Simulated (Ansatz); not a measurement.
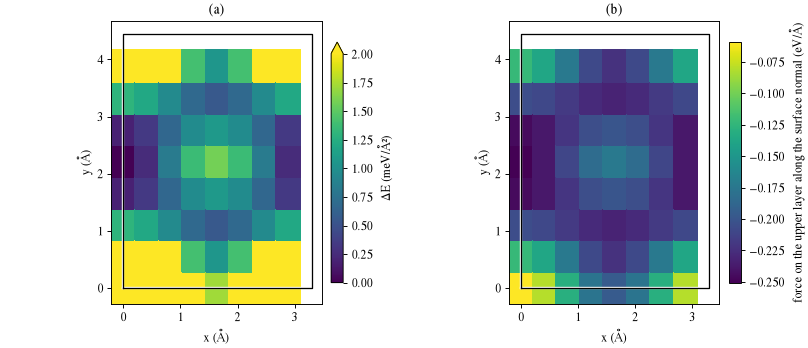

A bilayer of two P sheets, the upper one turned by 180 degrees about the normal (8 atoms in the cell). The upper layer of a bilayer is slid over the lower one; relaxed at each slide: nothing; the origin of the map has P5 above P3; the distance between the facing planes is held at 3.71 Å. Places are given modulo a cell vector. The map is drawn in real space over the plane of the slide. The scan uses an 8 × 8 grid; 25 points were computed and 39 follow by symmetry. Energies are in meV/Å², from the lowest grid point. At a held distance the lowest stacking need not be the one that binds best once the distance relaxes. Level of theory: DFT PBE+D3(BJ), scalar-relativistic, plane waves, PAW (Ansatz). Settings: cutoff 420 eV, k-mesh 8×6×1, gaussian smearing 0.05 eV, no spin polarisation.

Panel (a) is the energy and panel (b) the computed force on the upper layer along the surface normal on the same grid.

In the figure: one coloured cell a grid point, the outline of one cell of the plane, one colour for all values above the top of the scale.

> How does the force on the upper layer along the surface normal vary over the map, and what is it at the lowest grid point?

It runs from −0.25 eV/Å at (0/8, 4/8) of the cell vectors to −0.06 eV/Å at (0/8, 0/8) of the cell vectors. At the lowest grid point, (0/8, 4/8) of the cell vectors, it is −0.25 eV/Å.

| second ↓, first → | 0/8 | 1/8 | 2/8 | 3/8 | 4/8 | 5/8 | 6/8 | 7/8 |
| --- | --- | --- | --- | --- | --- | --- | --- | --- |
| 7/8 | −0.12 | −0.14 | −0.17 | −0.21 | −0.22 | −0.21 | −0.17 | −0.14 |
| 6/8 | −0.21 | −0.21 | −0.22 | −0.23 | −0.23 | −0.23 | −0.22 | −0.21 |
| 5/8 | −0.25 | −0.24 | −0.22 | −0.21 | −0.20 | −0.21 | −0.22 | −0.24 |
| 4/8 | −0.25 | −0.24 | −0.21 | −0.18 | −0.17 | −0.18 | −0.21 | −0.24 |
| 3/8 | −0.25 | −0.24 | −0.22 | −0.21 | −0.20 | −0.21 | −0.22 | −0.24 |
| 2/8 | −0.21 | −0.21 | −0.22 | −0.23 | −0.23 | −0.23 | −0.22 | −0.21 |
| 1/8 | −0.12 | −0.14 | −0.17 | −0.21 | −0.22 | −0.21 | −0.17 | −0.14 |
| 0/8 | −0.06 | −0.08 | −0.13 | −0.18 | −0.20 | −0.18 | −0.13 | −0.08 |
